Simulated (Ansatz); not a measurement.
# triplet HfCl4 at 6 levels

Aim: a comparison of 6 runs (UHF/def2-SVP, U-r2SCAN/def2-SVP, UBLYP/def2-SVP, UPBE0/def2-SVP, UMP2/def2-SVP, UCCSD/def2-SVP) of triplet HfCl4. 

The results are computed with Ansatz 0.2.0.

### Step 1. The system as given

HfCl4: 5 atoms, total charge 0, spin state triplet. As SMILES of the parent species, `[Cl][Hf]([Cl])([Cl])[Cl]`. The shape is that of a PBE0-D4/def2-TZVP optimisation. That shape belongs to the parent species and isn't relaxed for this state.

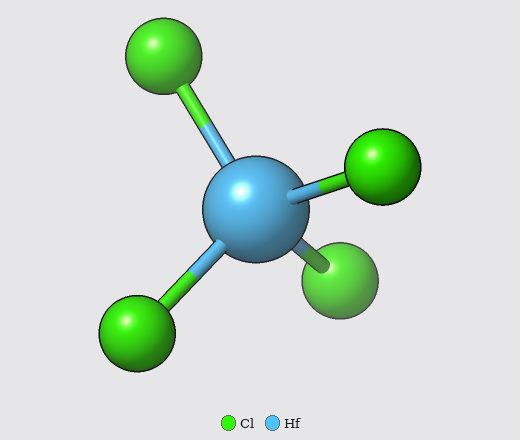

The structure, seen from a chosen angle (chlorine green, hafnium blue).

### Step 2. The energy at UHF/def2-SVP (core potential) (run 1)

Contents of job.yaml:

```yaml
crystal:
  periodic: [false, false, false]
  atoms:
    - {symbol: Cl, position_ang: [-0.049920, -0.218520, 2.307050]}
    - {symbol: Hf, position_ang: [0.000120, -0.000030, 0.000030]}
    - {symbol: Cl, position_ang: [1.506260, -1.521760, -0.888040]}
    - {symbol: Cl, position_ang: [-2.112190, -0.411630, -0.860750]}
    - {symbol: Cl, position_ang: [0.655730, 2.151940, -0.558290]}
basis:
  gaussian:
    orbitals: def2-SVP
magnetization:
  spin_polarized: true
  initial_magnetization: 2
hamiltonian:
  xc: hf
accuracy: high
output: {orbitals: {seedname: orbitals}}
```

On the command line:

```bash
$ ansatz run job.yaml --threads 1 --pin off --max-ram 3480MiB --events-out events.jsonl --progress --plain --runs-dir runs
```

The log of the run, cut to the lines that bear on the results:

```text
Warning: RAYON_NUM_THREADS=1 ignored (pool sized by the plan → 1); use --threads N
Functional definition: HF
  name "HF"
[...]
2067 factors; integrals over basis functions are off by at most 3.9e-8 eV
[...]
mean field -51293.74870595 eV, -1885.0104967921 hartree, gradient 2.6e-8 eV, S^2 2.010655; 11 other end points of the search recorded, 0 dependent functions left out
reference -51293.74870595 eV, -1885.0104967921 hartree; 41, 39 occupied and 63, 65 virtual orbitals, 2067 factors
Total energy: -51293.74870595 eV, -1885.0104967921 hartree
```

Wall time 71 s (1 thread of AMD EPYC 9R45 (Zen 5), shared host); peak memory 0.62 GiB.

### Step 3. The energy at U-r2SCAN/def2-SVP (core potential) (run 2)

Contents of in.yaml:

```yaml
crystal:
  periodic: [false, false, false]
  atoms:
    - symbol: Cl
      position_ang: [-0.049920, -0.218520, 2.307050]
    - symbol: Hf
      position_ang: [0.000120, -0.000030, 0.000030]
    - symbol: Cl
      position_ang: [1.506260, -1.521760, -0.888040]
    - symbol: Cl
      position_ang: [-2.112190, -0.411630, -0.860750]
    - symbol: Cl
      position_ang: [0.655730, 2.151940, -0.558290]
basis:
  gaussian:
    orbitals: def2-SVP
hamiltonian:
  xc: r2scan
accuracy: high
output: {orbitals: {seedname: orbitals}}
magnetization:
  spin_polarized: true
  initial_magnetization: 2
```

On the command line:

```bash
$ ansatz run in.yaml --threads 1 --pin off --max-ram 3480MiB --events-out events.jsonl --progress --plain --runs-dir runs
```

The log of the run, cut to the lines that bear on the results:

```text
Warning: RAYON_NUM_THREADS=1 ignored (pool sized by the plan → 1); use --threads N
Functional definition: r2SCAN
  name "r2SCAN"
[...]
2067 factors; integrals over basis functions are off by at most 3.9e-8 eV
[...]
mean field -51382.56867366 eV, -1888.2745704009 hartree, gradient 2.7e-8 eV, S^2 2.003809; 20 other end points of the search recorded, 0 dependent functions left out
reference -51382.56868673 eV, -1888.2745708815 hartree; 41, 39 occupied and 63, 65 virtual orbitals, 2067 factors
Total energy: -51382.56868673 eV, -1888.2745708815 hartree
```

Wall time 3.2 min (1 thread of AMD EPYC 9R45 (Zen 5), shared host); peak memory 0.74 GiB.

Run 3 isn't shown in full; the table further down has it.

### Step 4. The energy at UPBE0/def2-SVP (core potential) (run 4)

Contents of in.yaml:

```yaml
crystal:
  periodic: [false, false, false]
  atoms:
    - {symbol: Cl, position_ang: [-0.049920, -0.218520, 2.307050]}
    - {symbol: Hf, position_ang: [0.000120, -0.000030, 0.000030]}
    - {symbol: Cl, position_ang: [1.506260, -1.521760, -0.888040]}
    - {symbol: Cl, position_ang: [-2.112190, -0.411630, -0.860750]}
    - {symbol: Cl, position_ang: [0.655730, 2.151940, -0.558290]}
basis:
  gaussian: {orbitals: def2-SVP}
magnetization: {spin_polarized: true, initial_magnetization: 2}
hamiltonian: {xc: pbe0}
accuracy: high
output: {orbitals: {seedname: orbitals}}
```

On the command line:

```bash
$ ansatz run in.yaml --threads 1 --pin off --max-ram 3480MiB --events-out events.jsonl --progress --plain --runs-dir runs
```

The log of the run, cut to the lines that bear on the results:

```text
Warning: RAYON_NUM_THREADS=1 ignored (pool sized by the plan → 1); use --threads N
Functional definition: PBE0
  name "PBE0"
[...]
2067 factors; integrals over basis functions are off by at most 3.9e-8 eV
[...]
mean field -51367.85044160 eV, -1887.7336853492 hartree, gradient 2.2e-8 eV, S^2 2.005478; 20 other end points of the search recorded, 0 dependent functions left out
reference -51367.85044605 eV, -1887.7336855128 hartree; 41, 39 occupied and 63, 65 virtual orbitals, 2067 factors
Total energy: -51367.85044605 eV, -1887.7336855128 hartree
```

Wall time 89 s (1 thread of AMD EPYC 9R45 (Zen 5), shared host); peak memory 0.94 GiB.

Run 5 isn't shown in full; the table further down has it.

### Step 5. A single-point energy at UCCSD/def2-SVP (core potential) (run 6)

Contents of job.yaml:

```yaml
basis:
  gaussian:
    orbitals: def2-SVP
crystal:
  periodic: [false, false, false]
  atoms:
    - symbol: Cl
      position_ang: [-0.049920, -0.218520, 2.307050]
    - symbol: Hf
      position_ang: [0.000120, -0.000030, 0.000030]
    - symbol: Cl
      position_ang: [1.506260, -1.521760, -0.888040]
    - symbol: Cl
      position_ang: [-2.112190, -0.411630, -0.860750]
    - symbol: Cl
      position_ang: [0.655730, 2.151940, -0.558290]
correlation:
  method: ccsd
  frozen_orbitals: {Cl: 5, Hf: 0}
accuracy: high
total_charge: 0
scf:
  omitted_lower_state_checks: [cluster_reference, increment]
magnetization:
  spin_polarized: true
  initial_magnetization: 2
```

On the command line:

```bash
$ ansatz run job.yaml --threads 1 --pin off --max-ram 3480MiB --events-out events.jsonl --progress --plain --runs-dir runs
```

The log of the run:

```text
Warning: RAYON_NUM_THREADS=1 ignored (pool sized by the plan → 1); use --threads N
[... 25 lines left out ...]
20 core orbitals not correlated: weight in the atoms' cores, before any rotation towards them, 1.000 or more for the frozen orbitals, at most 0.000 for the correlated occupied ones
[... 71 lines left out ...]
Total energy: -51314.32731310 eV, -1885.7667466563 hartree
Checks for a lower state left out: cluster_reference, increment
```

Wall time 3.7 min (1 thread of AMD EPYC 9R45 (Zen 5), shared host); peak memory 1.4 GiB.

### Step 6. The series

```csv
run,level,frozen core orbitals,energy (Eh),HOMO energy (eV),⟨S²⟩,wall time
1,UHF/def2-SVP (core potential),–,-1885.010497,-7.04,2.011,71 s
2,U-r2SCAN/def2-SVP (core potential),–,-1888.274571,-2.72,2.004,3.2 min
3,UBLYP/def2-SVP (core potential),–,-1888.325809,-2.04,2.002,81 s
4,UPBE0/def2-SVP (core potential),–,-1887.733686,-3.71,2.005,89 s
5,UMP2/def2-SVP (core potential),20,-1885.713513,–,2.011,96 s
6,UCCSD/def2-SVP (core potential),20,-1885.766747,–,2.011,3.7 min
```

### Step 7. Summary of results

| quantity | value |
| --- | --- |
| run 6: total energy | -1885.76675 Eh |
| run 6: correlation energy (20 core orbitals frozen) | -756.2 mEh |
| run 6: ⟨S²⟩ of the reference determinant | 2.011 |
| run 6: T1 diagnostic | 0.046 |

In words: Below the UHF energy at the same shape and in the same basis (def2-SVP): UMP2 -703.0 mEh; UCCSD -756.2 mEh. Totals of different functionals can't be ranked against each other. All runs together took 13 min, the longest 3.7 min.
